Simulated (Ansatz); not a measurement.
# Calculations on CH8GaN

**1. Relaxation**

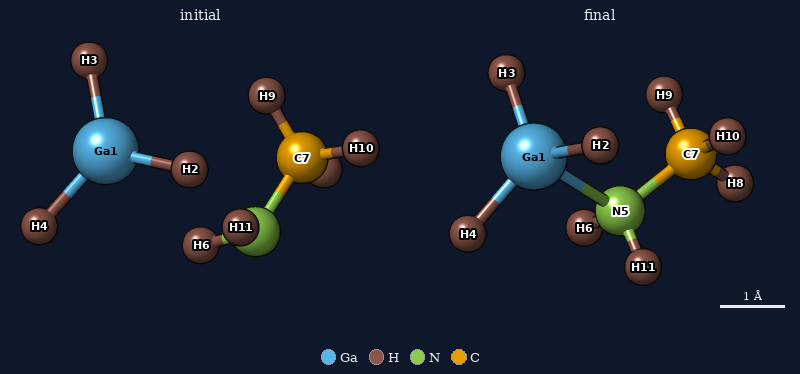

The structure of CH$_{8}$GaN before (left) and after (right) a relaxation, at one scale.

The picture is a ball-and-stick view, seen at a tilt.

The run prepares an end point of a later path (reaction) calculation, from a guessed geometry.

All numbers below come from RKS PBE-D4/def2-SVP (Ansatz).

Input file:
```yaml
crystal:
  periodic: [false, false, false]
  atoms:
    - { symbol: Ga, position_ang: [0.048492, 0.306149, -0.092252] }
    - { symbol: H, position_ang: [-0.387076, 0.435686, 1.415185] }
    - { symbol: H, position_ang: [1.569238, 0.367588, -0.497377] }
    - { symbol: H, position_ang: [-1.082816, 0.102684, -1.176302] }
    - { symbol: "N", position_ang: [-0.329284, -2.39088, 1.432246] }
    - { symbol: H, position_ang: [-0.421243, -2.614888, 0.43302] }
    - { symbol: C, position_ang: [0.992243, -2.655698, 1.984461] }
    - { symbol: H, position_ang: [1.218064, -3.738506, 1.908967] }
    - { symbol: H, position_ang: [1.841007, -2.099553, 1.515011] }
    - { symbol: H, position_ang: [0.997831, -2.408028, 3.068012] }
    - { symbol: H, position_ang: [-0.648857, -1.407154, 1.59153] }
basis:
  gaussian: { orbitals: def2-SVP }
hamiltonian:
  xc: pbe
  dispersion: d4
relax:
  f_tol: 0.03
  max_steps: 50
```

Run as
```bash
ansatz run input.yaml --threads 2 --pin off --max-ram 3072MiB --backend cpu --events-out ev --progress --plain --runs-dir out
```

Describe what moved and what it gained.

Answer. The energy falls by 25.9 kcal/mol in 12 geometry steps. Largest force component: 0.74 eV/Å at the start, 0.025 eV/Å at the end. The largest move after the best rigid fit is that of H11, 0.84 Å. Largest moves by element: H 0.84 Å, N 0.64 Å, Ga 0.47 Å, C 0.24 Å. Among the contacts that change: Ga1–N5 3.121 → 2.159 Å, Ga1–H2 1.574 → 1.594 Å, N5–C7 1.457 → 1.474 Å, N5–H11 1.047 → 1.029 Å. New bonds form, among them: Ga1–N5 (3.12 → 2.16 Å). Among the angles between lasting bonds that change: N5–C7–H9 116.0° → 108.9°, N5–C7–H8 109.7° → 113.1°, H6–N5–C7 114.2° → 110.9°.

**2. Relaxation**

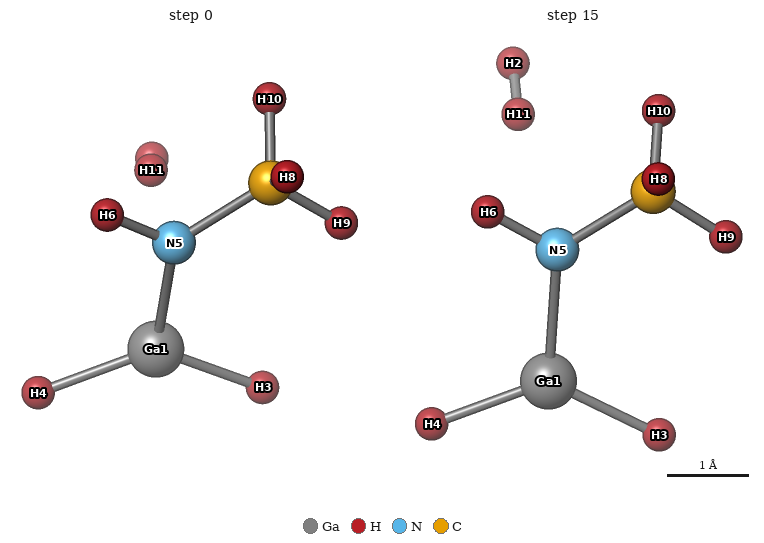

The structure of CH₈GaN before (left) and after (right) a relaxation, at one scale.

Style: ball-and-stick. Shown from a free direction.

The run prepares an end point of a later path (reaction) calculation, from a guessed geometry.

Computed with Ansatz, RKS PBE-D4/def2-SVP.

Input
```yaml
crystal:
  periodic: [false, false, false]
  atoms:
    - { symbol: Ga, position_ang: [0.140587, -0.537706, -0.283297] }
    - { symbol: H, position_ang: [-0.431399, 0.407644, 2.266557] }
    - { symbol: H, position_ang: [1.556974, 0.144451, -0.296532] }
    - { symbol: H, position_ang: [-1.154546, -0.172183, -1.093393] }
    - { symbol: "N", position_ang: [0.024861, -2.119803, 0.752123] }
    - { symbol: H, position_ang: [-0.873163, -2.607871, 0.793753] }
    - { symbol: C, position_ang: [1.016823, -2.63398, 1.670928] }
    - { symbol: H, position_ang: [1.176509, -3.731466, 1.562204] }
    - { symbol: H, position_ang: [1.997214, -2.148739, 1.486092] }
    - { symbol: H, position_ang: [0.765369, -2.445913, 2.747217] }
    - { symbol: H, position_ang: [-0.42163, -0.257036, 1.976847] }
basis:
  gaussian: { orbitals: def2-SVP }
hamiltonian:
  xc: pbe
  dispersion: d4
relax:
  f_tol: 0.03
  max_steps: 50
```

Run as
```bash
ansatz run input.yaml --threads 2 --pin off --max-ram 3072MiB --backend cpu --events-out ev --progress --plain --runs-dir out
```

> Summarise the run.

The atom that moves furthest after the best rigid fit is H2 (1.22 Å). By element the largest moves are H 1.22 Å, Ga 0.50 Å, N 0.25 Å, C 0.17 Å. Among the contacts that change: Ga1–H11 2.346 → 3.520 Å, Ga1–N5 1.894 → 1.836 Å, H2–H11 0.725 → 0.772 Å, C7–H10 1.121 → 1.115 Å. Over 15 geometry steps the energy falls by 20.1 kJ/mol. Largest force component: 1.9 eV/Å at the start, 0.022 eV/Å at the end. The run took 13 s on 2 threads of AMD EPYC 9R45 96-Core Processor (Zen 5), with other jobs on the host, peak memory 0.16 GiB.

Limits of the set-up: the start holds two separate molecules, 2.3 Å apart at their closest, whose relative position is a soft coordinate.

**3. Path**

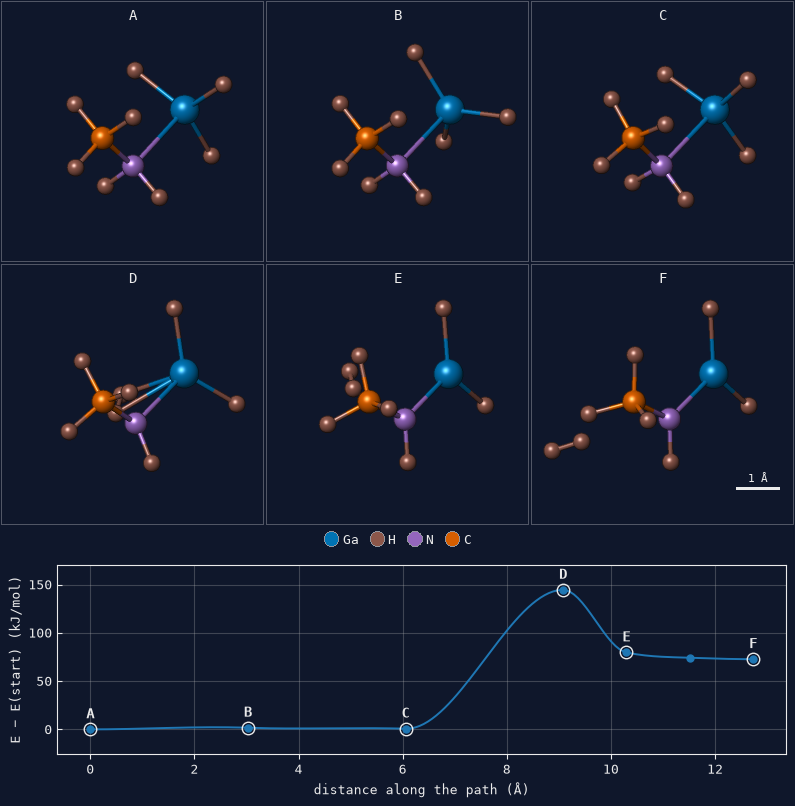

A nudged-elastic-band calculation for CH8GaN. Images are numbered from 0 (start) to 6 (end). Frames A to F are images 0, 1, 2, 3, 4, 6. The picture is a ball-and-stick view, seen from a free direction.

These are results of RKS PBE-D4/def2-SVP in Ansatz 0.2.0, not measurements. Run with 5 movable images; climbing image; force threshold 0.05 eV/Å; iteration limit 60; starting path through a guess of the saddle point.

What happens along the path, and what is the barrier?

Answer. The highest point, image 3, lies 144.5 kJ/mol above the start and 71.8 kJ/mol above the end; the end is at +72.7 kJ/mol relative to the start. The path has more than one stage, and so few images may leave a stage unresolved. Breaking: Ga–H (1.59 → 4.27 Å), H–N (1.03 → 2.61 Å). Forming: H–H (3.02 → 0.77 Å). The band converged in 37 iterations. The largest component of the band force went from 3.3 to 0.033 eV/Å. The climbing image converged on the top of the path. Its vibrational analysis gives one imaginary mode (1037i cm⁻¹), as a transition state must have.

The run took 2.2 min on 2 threads of AMD EPYC 9R45 96-Core Processor (Zen 5) (shared host), peak memory 0.16 GiB.
